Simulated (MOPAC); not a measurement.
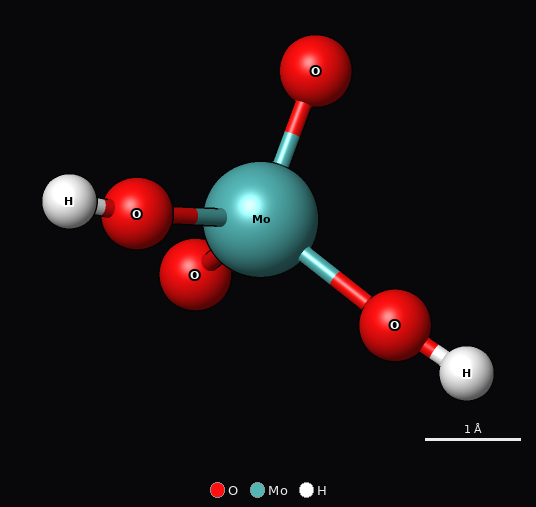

**Figure 1.** The structure (ball-and-stick view, seen at a tilt). Sticks mark near contacts.

# Run report: MoH2O4, frequency calculation (part 1 of 2)

System: MoH2O4.
Method: PM6-D3, closed shell, dispersion D3 (MOPAC 23.2.5).

The geometry was optimised with PM6-D3.

What the program printed:
```
MOPAC v23.2.5
PM6-D3 CALCULATION RESULTS

 *  PM6-D3     - CORRECT DISPERSION USING D3 METHOD
 *
 *
 *
 *                 CHARGE ON SYSTEM = 0
 *
 *
 *
 *  FORCE      - FORCE CALCULATION SPECIFIED
 *  THREADS=1  - MULTI-THREADING NOT USED
 *  AUX        - OUTPUT AUXILIARY INFORMATION
 *  THERMO     - THERMODYNAMIC QUANTITIES TO BE CALCULATED
pm6-d3 thermo force charge=0 threads=1 aux(precision=6)
 H2MoO4 frequencies
 [O]=[Mo](=[O])([OH])[OH]
   ATOM   CHEMICAL          X               Y               Z
  NUMBER   SYMBOL      (ANGSTROMS)     (ANGSTROMS)     (ANGSTROMS)

     1       O         -0.16232500  *  -1.96659800  *  -0.08574100  *
     2      Mo          0.10509200  *  -0.32393600  *   0.24107600  *
     3       O          0.88991900  *  -0.23340400  *   1.74190600  *
     4       O         -1.53431900  *   0.59056300  *   0.31798400  *
     5       O          1.18898700  *   0.42836700  *  -1.09651200  *
     6       H         -2.36751900  *   0.93269800  *   0.47346500  *
     7       H          1.82350100  *   0.68293000  *  -1.70319300  *

          CARTESIAN COORDINATES

    NO.       ATOM           X           Y           Z

     1         O         -0.1623     -1.9666     -0.0857
     2        Mo          0.1051     -0.3239      0.2411
     3         O          0.8899     -0.2334      1.7419
     4         O         -1.5343      0.5906      0.3180
     5         O          1.1890      0.4284     -1.0965
     6         H         -2.3675      0.9327      0.4735
     7         H          1.8235      0.6829     -1.7032

           Empirical Formula: H2 O4 Mo  =     7 atoms

      MOLECULAR POINT GROUP   :   C2v

      RHF CALCULATION, NO. OF DOUBLY OCCUPIED LEVELS = 16

          HEAT OF FORMATION =    -197.412672 KCALS/MOLE

          CARTESIAN COORDINATE DERIVATIVES

   NUMBER  ATOM         X            Y            Z

     1       O     -0.000739    -0.000358     0.004736
     2      Mo     -0.000163     0.000440    -0.001004
     3       O      0.001146    -0.003104    -0.004103
     4       O     -0.001669     0.007344    -0.004042
     5       O     -0.002155    -0.004158    -0.001706
     6       H      0.003418    -0.001942     0.001088
     7       H      0.000163     0.001778     0.005031

 DIPOLE           X         Y         Z       TOTAL
 POINT-CHG.     2.081    -2.820     0.000     3.505
 HYBRID         0.412    -0.559     0.000     0.695
 SUM            2.493    -3.379     0.000     4.200

          GRADIENT NORM =   0.01397

          MOLECULAR WEIGHT =  161.95

          ROTATIONAL CONSTANTS IN CM(-1)

          A =    0.12615481   B =    0.11512768   C =    0.10481453

           PRINCIPAL MOMENTS OF INERTIA IN UNITS OF 10**(-40)*GRAM-CM**2

          A =      221.8921   B =      243.1453   C =      267.0694

          ORIENTATION OF MOLECULE IN FORCE CALCULATION

    NO.       ATOM         X         Y         Z

     1          O      -1.7157    0.0265   -0.0000
     2         Mo      -0.0196    0.0265   -0.0000
     3          O       0.4810    1.6470   -0.0000
     4          O       0.6225   -0.8435   -1.5365
     5          O       0.6222   -0.8436    1.5365
     6          H       0.8524   -1.1549   -2.3645
     7          H       0.8519   -1.1549    2.3647

    FIRST DERIVATIVES WILL BE USED IN THE CALCULATION OF SECOND DERIVATIVES

          ESTIMATED TIME TO COMPLETE CALCULATION =        0.33 SECONDS

    FOR POINT-GROUP C2v  THERE ARE   4 UNIQUE SYMMETRY FUNCTIONS.

 STEP:   1 TIME =     0.00 SECS, INTEGRAL =      0.00 TIME LEFT: 172799.99
 STEP:   2 TIME =     0.01 SECS, INTEGRAL =      0.01 TIME LEFT: 172799.98
 STEP:   3 TIME =     0.01 SECS, INTEGRAL =      0.02 TIME LEFT: 172799.98
 STEP:   4 TIME =     0.00 SECS, INTEGRAL =      0.02 TIME LEFT: 172799.98
 STEP:   5 TIME =     0.01 SECS, INTEGRAL =      0.02 TIME LEFT: 172799.97
 STEP:   6 TIME =     0.01 SECS, INTEGRAL =      0.03 TIME LEFT: 172799.96
 STEP:   7                       INTEGRAL =      0.03 TIME LEFT: 172799.96
 STEP:   8                       INTEGRAL =      0.03 TIME LEFT: 172799.96
 STEP:   9                       INTEGRAL =      0.03 TIME LEFT: 172799.96
 STEP:  10 TIME =     0.01 SECS, INTEGRAL =      0.04 TIME LEFT: 172799.95
 STEP:  11 TIME =     0.00 SECS, INTEGRAL =      0.04 TIME LEFT: 172799.95
 STEP:  12 TIME =     0.01 SECS, INTEGRAL =      0.05 TIME LEFT: 172799.95
 STEP:  13                       INTEGRAL =      0.05 TIME LEFT: 172799.95
 STEP:  14                       INTEGRAL =      0.05 TIME LEFT: 172799.95
 STEP:  15                       INTEGRAL =      0.05 TIME LEFT: 172799.95
 STEP:  16 TIME =     0.00 SECS, INTEGRAL =      0.05 TIME LEFT: 172799.95
 STEP:  17 TIME =     0.01 SECS, INTEGRAL =      0.05 TIME LEFT: 172799.94
 STEP:  18 TIME =     0.01 SECS, INTEGRAL =      0.06 TIME LEFT: 172799.93
 STEP:  19                       INTEGRAL =      0.06 TIME LEFT: 172799.93
 STEP:  20                       INTEGRAL =      0.06 TIME LEFT: 172799.93
 STEP:  21                       INTEGRAL =      0.06 TIME LEFT: 172799.93

(To convert to Hartree/Bohr^2, multiply by (10^(-21) x N x a0^2)/(4.184 x 627.51) =  0.0642)

           FORCE MATRIX IN MILLIDYNES/ANGSTROM

                  O  1      Mo  2       O  3       O  4       O  5       H  6
 ------------------------------------------------------------------------------
     O    1   6.597785
    Mo    2   6.351786  13.860417
     O    3   0.452041   6.350848   6.597785
     O    4   0.364124   3.090747   0.364274   6.040769
     O    5   0.364092   3.090862   0.364048   0.464599   6.040769
     H    6   0.065856   0.712737   0.065760   2.833507   0.068540   3.384108
     H    7   0.065687   0.712618   0.065695   0.068574   2.833012   0.022927

                  H  7
 ------------------
     H    7   3.384108

          HEAT OF FORMATION =    -197.412672 KCALS/MOLE

          ZERO POINT ENERGY      16.432 KCAL/MOL

           NORMAL COORDINATE ANALYSIS (Total motion = 1 Angstrom)

   Root No.       1         2         3         4         5         6         7         8

                 1 A1      1 B1      1 B2      1 A2      2 A1      2 A2      2 B1      2 B2

                 153.9     200.5     214.8     215.0     296.6     522.2     555.6     611.7

           1   -0.0231    0.0452   -0.0000    0.0000    0.0364    0.0000    0.0033   -0.0000
           2    0.0124   -0.0880    0.0000    0.0000    0.3198   -0.0000   -0.0063    0.0000
           3   -0.0000   -0.0000    0.1631   -0.1705    0.0000   -0.0007   -0.0000    0.0034
           4   -0.0210    0.0397    0.0000    0.0000    0.0341   -0.0000    0.0056   -0.0000
           5    0.0284    0.0293    0.0000    0.0000   -0.0462   -0.0000    0.0041   -0.0000
           6   -0.0000    0.0000   -0.0532   -0.0000    0.0000   -0.0000    0.0000    0.0240
           7   -0.0050   -0.0708   -0.0000   -0.0000   -0.3163   -0.0000   -0.0050    0.0000
           8    0.0257    0.0691   -0.0000   -0.0000    0.0595    0.0000    0.0051   -0.0000
           9    0.0000   -0.0000    0.1631    0.1705   -0.0001    0.0007   -0.0000    0.0034
          10    0.0679   -0.0931    0.0520   -0.1065    0.0388    0.0351   -0.0384    0.0521
          11   -0.0920   -0.0687   -0.0704   -0.0786   -0.0525    0.0259   -0.0283   -0.0706
          12    0.1127   -0.0000   -0.0068   -0.0000   -0.0295    0.0000   -0.0000   -0.0607
          13    0.0679   -0.0931   -0.0520    0.1065    0.0388   -0.0351   -0.0384   -0.0521
          14   -0.0920   -0.0687    0.0704    0.0786   -0.0526   -0.0259   -0.0283    0.0706
          15   -0.1127   -0.0000   -0.0069    0.0000    0.0295   -0.0000   -0.0000   -0.0607
          16    0.1430   -0.2097    0.1282   -0.1586   -0.0152   -0.3667    0.3554   -0.1760
          17   -0.1938   -0.1548   -0.1738   -0.1171    0.0206   -0.2706    0.2623    0.2386
          18    0.1712   -0.0001    0.0536   -0.0001   -0.0734   -0.0001    0.0001   -0.2343
          19    0.1431   -0.2098   -0.1283    0.1586   -0.0152    0.3667    0.3554    0.1761
          20   -0.1938   -0.1548    0.1738    0.1171    0.0206    0.2706    0.2623   -0.2385
          21   -0.1712   -0.0001    0.0535    0.0000    0.0734    0.0001    0.0001   -0.2342

   Root No.       9        10        11        12        13        14        15

                 3 A1      4 A1      3 B2      5 A1      3 B1      4 B2      6 A1

                 658.0     685.5     702.1     899.0     902.9    2429.1    2447.5

           1   -0.0067   -0.0096   -0.0000    0.4053    0.3974   -0.0000    0.0010
           2   -0.0110   -0.0055   -0.0000   -0.0009    0.0052   -0.0000   -0.0002
           3    0.0000    0.0000    0.0123    0.0001    0.0001    0.0004    0.0000
           4   -0.0109   -0.0138    0.0000   -0.0464   -0.0885    0.0000   -0.0004
           5    0.0148    0.0187    0.0000    0.0629   -0.0653    0.0000    0.0005
           6   -0.0000   -0.0000   -0.0310   -0.0000   -0.0000   -0.0013   -0.0000
           7    0.0125    0.0081   -0.0000   -0.1188    0.1221   -0.0000   -0.0001
           8    0.0032    0.0076    0.0000   -0.3875    0.3782    0.0000   -0.0010
           9    0.0000   -0.0000    0.0123   -0.0000    0.0001    0.0004   -0.0000
          10    0.0424    0.0293   -0.0067   -0.0044    0.0035    0.0068   -0.0071
          11   -0.0575   -0.0396    0.0090    0.0061    0.0025   -0.0092    0.0096
          12   -0.0235   -0.1228    0.0874    0.0122    0.0000   -0.0231    0.0242
          13    0.0424    0.0292    0.0066   -0.0045    0.0034   -0.0068   -0.0071
          14   -0.0575   -0.0396   -0.0090    0.0060    0.0026    0.0092    0.0096
          15    0.0235    0.1228    0.0874   -0.0122    0.0000   -0.0231   -0.0242
          16   -0.2008    0.2036   -0.2188    0.0062    0.0349   -0.1253    0.1238
          17    0.2721   -0.2760    0.2966   -0.0082    0.0257    0.1696   -0.1675
          18   -0.2186    0.0366   -0.1079    0.0400    0.0000    0.4236   -0.4232
          19   -0.2009    0.2037    0.2189    0.0061    0.0348    0.1251    0.1235
          20    0.2721   -0.2760   -0.2966   -0.0083    0.0257   -0.1697   -0.1676
          21    0.2186   -0.0365   -0.1079   -0.0400    0.0000    0.4236    0.4233

           MASS-WEIGHTED COORDINATE ANALYSIS (NORMAL COORDINATES)

   Root No.       1         2         3         4         5         6         7         8

                 1 A1      1 B1      1 B2      1 A2      2 A1      2 A2      2 B1      2 B2

                 153.9     200.5     214.8     215.0     296.6     522.2     555.6     611.7

           1   -0.0865    0.1713   -0.0001    0.0001    0.0746    0.0000    0.0195   -0.0000
           2    0.0462   -0.3337    0.0000    0.0001    0.6556   -0.0000   -0.0367    0.0000
           3   -0.0001   -0.0000    0.5382   -0.5444    0.0000   -0.0038   -0.0000    0.0163
           4   -0.1921    0.3690    0.0001    0.0000    0.1710   -0.0000    0.0799   -0.0001
           5    0.2604    0.2723    0.0000    0.0000   -0.2317   -0.0000    0.0590   -0.0000
           6   -0.0000    0.0001   -0.4301   -0.0000    0.0000   -0.0000    0.0000    0.2796
           7   -0.0186   -0.2683   -0.0001   -0.0001   -0.6484   -0.0000   -0.0293    0.0000
           8    0.0963    0.2621   -0.0000   -0.0000    0.1220    0.0000    0.0294   -0.0000
           9    0.0000   -0.0001    0.5381    0.5445   -0.0001    0.0038   -0.0000    0.0163
          10    0.2540   -0.3531    0.1715   -0.3401    0.0795    0.2027   -0.2232    0.2479
          11   -0.3444   -0.2606   -0.2324   -0.2509   -0.1077    0.1496   -0.1647   -0.3358
          12    0.4218   -0.0001   -0.0226   -0.0001   -0.0604    0.0001   -0.0001   -0.2885
          13    0.2542   -0.3532   -0.1715    0.3400    0.0795   -0.2027   -0.2233   -0.2477
          14   -0.3444   -0.2606    0.2324    0.2509   -0.1078   -0.1495   -0.1647    0.3358
          15   -0.4217   -0.0001   -0.0226    0.0001    0.0604   -0.0001   -0.0001   -0.2886
          16    0.1343   -0.1997    0.1062   -0.1271   -0.0078   -0.5316    0.5192   -0.2100
          17   -0.1820   -0.1474   -0.1440   -0.0938    0.0106   -0.3923    0.3831    0.2846
          18    0.1608   -0.0001    0.0444   -0.0000   -0.0378   -0.0002    0.0002   -0.2795
          19    0.1343   -0.1997   -0.1062    0.1271   -0.0078    0.5316    0.5192    0.2101
          20   -0.1820   -0.1473    0.1439    0.0938    0.0106    0.3923    0.3831   -0.2846
          21   -0.1608   -0.0001    0.0443    0.0000    0.0378    0.0002    0.0002   -0.2794

   Root No.       9        10        11        12        13        14        15

                 3 A1      4 A1      3 B2      5 A1      3 B1      4 B2      6 A1

                 658.0     685.5     702.1     899.0     902.9    2429.1    2447.5

           1   -0.0363   -0.0416   -0.0000    0.6701    0.6374   -0.0000    0.0057
           2   -0.0595   -0.0239   -0.0000   -0.0014    0.0083   -0.0000   -0.0010
           3    0.0000    0.0000    0.0615    0.0001    0.0001    0.0024    0.0000
           4   -0.1445   -0.1459    0.0001   -0.1880   -0.3477    0.0000   -0.0054
           5    0.1959    0.1978    0.0000    0.2547   -0.2565    0.0000    0.0073
           6   -0.0000   -0.0000   -0.3787   -0.0000   -0.0001   -0.0190   -0.0000
           7    0.0676    0.0352   -0.0000   -0.1964    0.1959   -0.0000   -0.0007
           8    0.0172    0.0327    0.0000   -0.6407    0.6066    0.0000   -0.0058
           9    0.0000   -0.0000    0.0615   -0.0000    0.0001    0.0024   -0.0000
          10    0.2298    0.1265   -0.0332   -0.0073    0.0056    0.0396   -0.0413
          11   -0.3115   -0.1713    0.0449    0.0100    0.0041   -0.0536    0.0559
          12   -0.1273   -0.5310    0.4360    0.0201    0.0000   -0.1343    0.1409
          13    0.2298    0.1263    0.0330   -0.0074    0.0055   -0.0395   -0.0412
          14   -0.3115   -0.1713   -0.0449    0.0100    0.0041    0.0536    0.0559
          15    0.1274    0.5311    0.4360   -0.0201    0.0000   -0.1343   -0.1409
          16   -0.2728    0.2210   -0.2740    0.0026    0.0140   -0.1830    0.1809
          17    0.3698   -0.2995    0.3714   -0.0034    0.0103    0.2477   -0.2448
          18   -0.2971    0.0397   -0.1352    0.0166    0.0000    0.6185   -0.6185
          19   -0.2730    0.2211    0.2741    0.0025    0.0140    0.1826    0.1805
          20    0.3698   -0.2995   -0.3714   -0.0034    0.0104   -0.2478   -0.2449
          21    0.2970   -0.0397   -0.1351   -0.0166    0.0000    0.6185    0.6186

          DESCRIPTION OF VIBRATIONS

 VIBRATION          1    1A1         ATOM PAIR     ENERGY CONTRIBUTION    RADIAL
 FREQUENCY           153.90         Mo2 -- O 4         +36.8% (155.2%)      1.0%
 TRANSITION DIPOLE   0.0999         Mo2 -- O 5         +36.8% (155.2%)      1.0%
 TRAVEL (Ang.)       0.2892         Mo2 -- O 3          +6.9% ( 67.3%)     19.5%
 REDUCED MASS        5.2371         O 1 -- Mo2          +6.9% ( 67.3%)     19.6%
 EFFECTIVE MASS     73.6174
 FORCE CONSTANT      0.0731

 VIBRATION          2    1B1         ATOM PAIR     ENERGY CONTRIBUTION    RADIAL
 FREQUENCY           200.53         Mo2 -- O 5         +30.6% (114.9%)      0.0%
 TRANSITION DIPOLE   0.0043         Mo2 -- O 4         +30.6% (114.9%)      0.0%
 TRAVEL (Ang.)       0.2354         O 1 -- Mo2         +15.9% ( 82.8%)      9.6%
 REDUCED MASS        6.0702         Mo2 -- O 3         +15.9% ( 82.8%)      9.6%
 EFFECTIVE MASS     60.5410
 FORCE CONSTANT      0.1438

 VIBRATION          3    1B2         ATOM PAIR     ENERGY CONTRIBUTION    RADIAL
 FREQUENCY           214.81         O 1 -- Mo2         +22.1% ( 91.3%)      0.0%
 TRANSITION DIPOLE   0.9840         Mo2 -- O 3         +22.1% ( 91.3%)      0.0%
 TRAVEL (Ang.)       0.2251         Mo2 -- O 5         +17.2% ( 80.6%)     11.2%
 REDUCED MASS        6.1954         Mo2 -- O 4         +17.2% ( 80.6%)     11.2%
 EFFECTIVE MASS     53.2189         O 5 -- H 7         +10.7% ( 63.7%)     69.4%
 FORCE CONSTANT      0.1684         O 4 -- H 6         +10.7% ( 63.7%)     69.4%

 VIBRATION          4    1A2         ATOM PAIR     ENERGY CONTRIBUTION    RADIAL
 FREQUENCY           215.02         Mo2 -- O 4         +22.3% ( 46.9%)      0.0%
 TRANSITION DIPOLE   0.0001         Mo2 -- O 5         +22.3% ( 46.9%)      0.0%
 TRAVEL (Ang.)       0.2860         Mo2 -- O 3         +18.9% ( 43.2%)      0.0%
 REDUCED MASS        3.8338         O 1 -- Mo2         +18.9% ( 43.2%)      0.0%
 EFFECTIVE MASS     17.1337
 FORCE CONSTANT      0.1044

 VIBRATION          5    2A1         ATOM PAIR     ENERGY CONTRIBUTION    RADIAL
 FREQUENCY           296.63         Mo2 -- O 3         +31.6% ( 66.2%)      1.2%
 TRANSITION DIPOLE   0.4669         O 1 -- Mo2         +31.6% ( 66.2%)      1.2%
 TRAVEL (Ang.)       0.1837         Mo2 -- O 4         +12.4% ( 41.5%)      5.6%
 REDUCED MASS        6.7395         Mo2 -- O 5         +12.4% ( 41.5%)      5.6%
 EFFECTIVE MASS     25.7643
 FORCE CONSTANT      0.3494

 VIBRATION          6    2A2         ATOM PAIR     ENERGY CONTRIBUTION    RADIAL
 FREQUENCY           522.16         O 4 -- H 6         +48.8% ( 72.8%)      0.0%
 TRANSITION DIPOLE   0.0000         O 5 -- H 7         +48.8% ( 72.8%)      0.0%
 TRAVEL (Ang.)       0.5018         Mo2 -- O 4          +1.2% ( 11.5%)      0.0%
 REDUCED MASS        0.5129         Mo2 -- O 5          +1.2% ( 11.5%)      0.0%
 EFFECTIVE MASS      1.9800
 FORCE CONSTANT      0.0824
```
